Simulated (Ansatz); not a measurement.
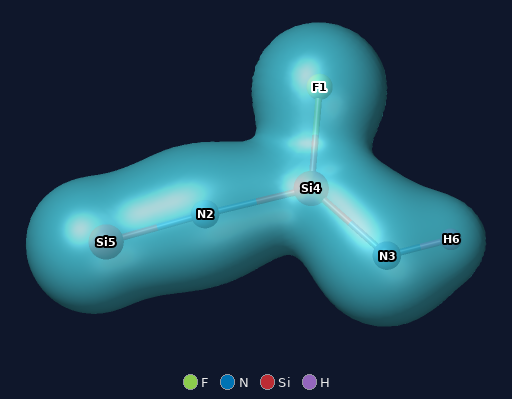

The picture shows: FHN2Si2 (SMILES N=[Si](F)N=[Si]). Isosurface of the electron density at 0.2 e/Å³ (cyan), seen at a tilt.

Geometry: B3LYP-D3(BJ)/6-311G**.

The calculation used Ansatz 0.2.0, isolated molecule in a Gaussian basis; Kohn-Sham density functional theory, functional PBE0.

| atom | x (Å) | y (Å) | z (Å) |
| --- | --- | --- | --- |
| F | -0.5993 | -2.3152 | 1.4067 |
| N | -0.1147 | 0.1967 | 0.6792 |
| N | -1.7535 | -1.3957 | -1.0673 |
| Si | -0.8934 | -1.2236 | 0.2538 |
| Si | 0.5968 | 1.5581 | 1.0292 |
| H | -2.2194 | -2.2588 | -1.3137 |

**Which contacts does the surface bridge?**

At this value the surface is in one piece. It bridges the sampled Si–N (1.58 Å), Si–F (1.61 Å), N–H (1.01 Å) and Si–N (1.67 Å) contacts, where the density stays above the isovalue. On the grid the lowest density along these lines, outside the cores, is 1.2 e/Å³ (Si–N, 1.58 Å), 0.97 e/Å³ (Si–F, 1.61 Å), 2.2 e/Å³ (N–H, 1.01 Å) and 1.1 e/Å³ (Si–N, 1.67 Å).
